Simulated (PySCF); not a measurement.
C5H13Si2 (doublet)

```xyz
20

C     0.4341   -1.3278    0.9321
C    -0.7024   -0.6147    0.2298
C    -0.9592   -1.1722   -1.1695
C    -0.3139    0.8318    0.1459
Si   -1.6368    2.1728    0.0172
C     0.9878    1.0691    0.1628
Si    2.1675   -0.4642    0.2485
H     0.4078   -1.1350    2.0014
H     0.4401   -2.4002    0.7591
H    -1.6258   -0.7336    0.8169
H    -1.7737   -0.6357   -1.6521
H    -1.2229   -2.2268   -1.1172
H    -0.0658   -1.0645   -1.7799
H    -2.5918    1.8225   -1.0392
H    -1.0092    3.4582   -0.2825
H    -2.3482    2.2401    1.2981
H     1.3998    2.0624    0.0909
H     3.2721    0.3870   -0.3517
H     2.8764   -0.7704    1.5056
H     2.2588   -1.4880   -0.8191
```

Geometry: GFN2-xTB.

These are results of PySCF, UKS B3LYP, pcH-1 on C H Si, non-relativistic, mean-field spin-orbit, GIAO, not measurements.

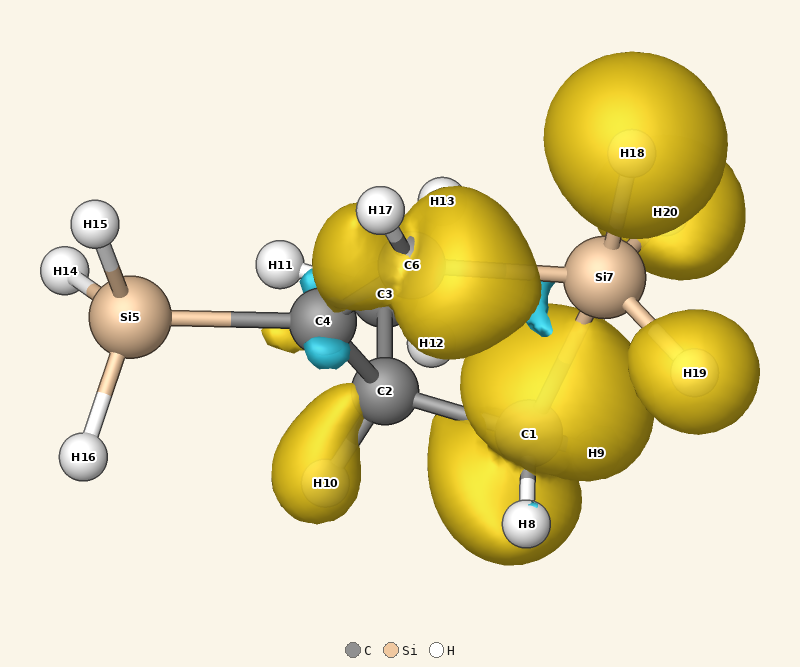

Figure 1. Isosurfaces of the spin density at +0.015 (yellow) and −0.015 e/Å³ (cyan), seen from one side.

> Describe the spin distribution.

The unpaired spin (1 electron) lies mostly on C1 (about 0.3), H18 (about 0.2), C6 (about 0.1), Si7 (about 0.1) and H20 (about 0.1), in electrons by Hirshfeld's partition.

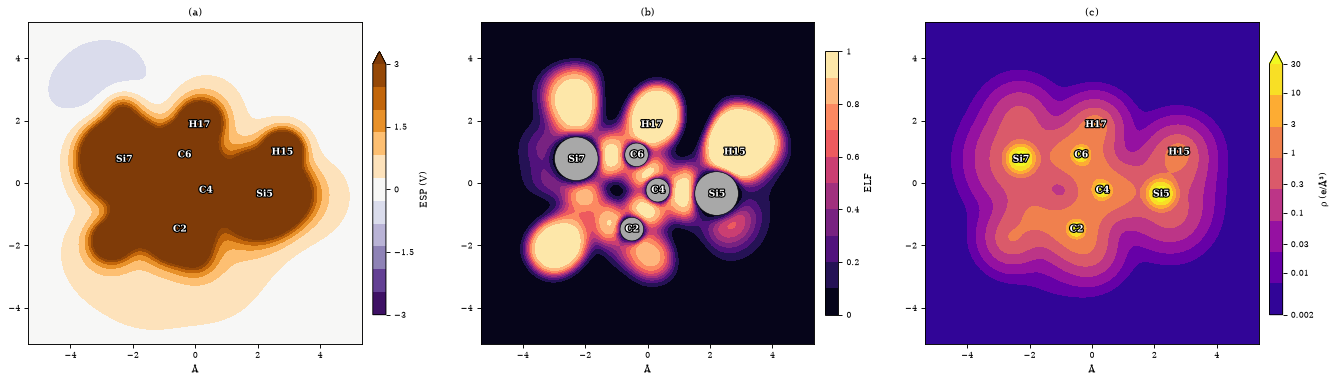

Figure 2. (a) molecular electrostatic potential; (b) electron localisation function; (c) total electron density on the plane of atoms C4, C6 and H17. Grey discs cover the atomic cores in the ELF map.

> What does the map show?

- The plane passes through C, Si and H nuclei.
- C–C (1.32 Å): the density is about 2.3 e/Å³ at the midpoint; the ELF peaks at about 0.90 between the atoms; a multiple bond.
- C–Si (1.89 Å): the density is about 0.93 e/Å³ at the midpoint; the ELF peaks at about 0.95 between the atoms (a shared electron pair).
- C–H (1.08 Å): ρ is about 2 e/Å³ halfway; the ELF climbs to about 1 towards the hydrogen, as it does in any bond to H; an ordinary covalent bond to hydrogen.
- C–C (1.50 Å): ρ is about 1.7 e/Å³ halfway; the ELF peaks at about 0.95 between the atoms, as expected for localised, covalent bonding.
- C–Si (1.94 Å): ρ at the midpoint is about 0.83 e/Å³; the ELF peaks at about 0.95 between the atoms (a shared electron pair).
- Outside the dense part of the molecule the potential is most negative (−0.5 V) near H18, which lies off the plane.

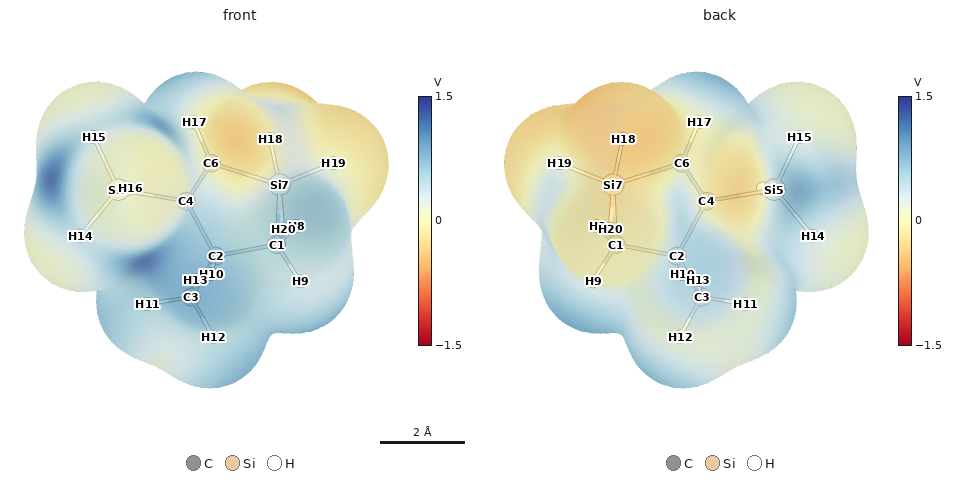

Figure 3. The electrostatic potential painted on the density surface at 0.002 e/bohr³, seen from the front and from behind; the colour scale runs from red (negative) to blue (positive).

> Which sites attract a positive test charge, and which a negative one?

A positive charge is drawn to the negative regions and a negative charge to the positive ones. The most negative region (about −0.4 V, or −9 kcal/mol for a unit charge) lies over H18, the most positive (about +1.2 V, or +28 kcal/mol for a unit charge) over Si5.
